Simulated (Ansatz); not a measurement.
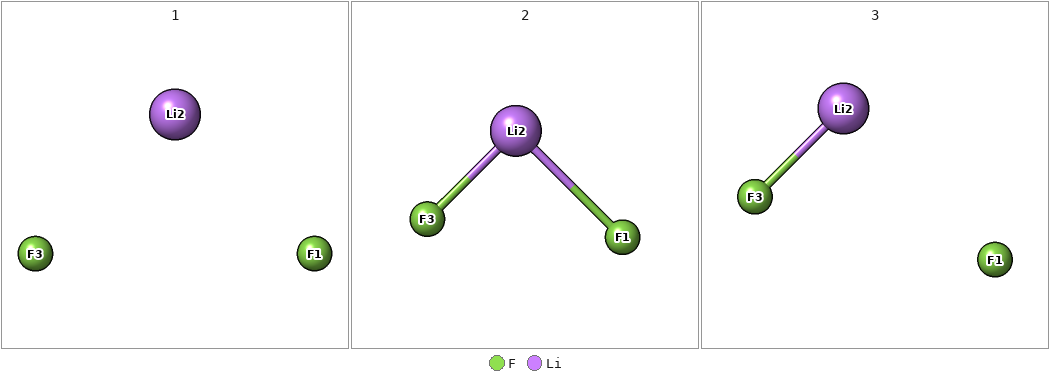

The system F⁻ + LiF. 
- Coordinates scanned: (1) distance F1–Li2; (2) distance Li2–F3.
- Nothing is relaxed (the angle F1–Li2–F3 is fixed at 90 degrees).
- Grid: 11 × 11 points; 66 points were computed and 55 follow by symmetry.
- Points are written as (first, second).
- Energies: kcal/mol, counted from F with charge -1 far from the relaxed LiF (each part in its own basis).
- These are results of RHF-CCSD(T), frozen core/def2-TZVPD (Ansatz 0.2.0), not measurements.

The numbered pictures are structures from this grid.

**Rank them by energy, lowest first.**

2, at (2.112 Å, 1.751 Å): −27 kcal/mol; 3, at (3.000 Å, 1.751 Å): −11 kcal/mol; 1, at (2.762 Å, 2.762 Å): 21 kcal/mol.

The map, with the structures marked:

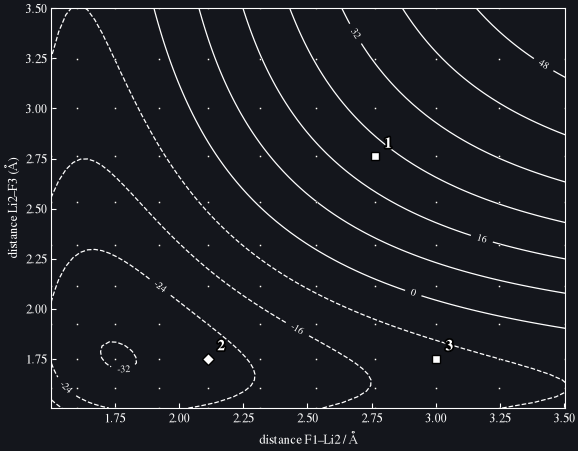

The picture shows contour lines labelled in kcal/mol, dots at the grid points. Between grid points the surface is interpolated.
